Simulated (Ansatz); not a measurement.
**A computed series for CdSe: pressure series**

The reference is CdSe in the wurtzite structure (space group P6_3mc, No. 186; a = 4.383 Å, c = 7.155 Å).

Cell and atoms are relaxed at each pressure.

The values are results of PBE/PAW in Ansatz (a program for electronic structure), without spin-orbit coupling, earlier PAW set, not measurements.

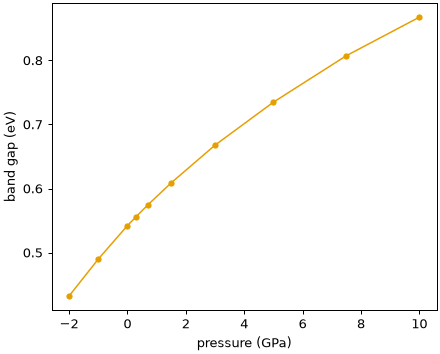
Figure: Band gap against pressure

```tsv
pressure (GPa)	band gap
-2	0.43 eV
-1	0.49 eV
0.3	0.56 eV
0.7	0.57 eV
1.5	0.61 eV
3	0.67 eV
5	0.73 eV
7.5	0.81 eV
10	0.87 eV
```

Load acts through the strain it causes; cell and atoms are relaxed under it. Whether these cells are dynamically stable was not tested. Measured, CdSe leaves this structure (for rock salt) near 2.72 GPa (temperature not stated; as listed in Datta, Sujoy, Jana, Debnarayan, arXiv (2020)), on rising pressure, with hysteresis.
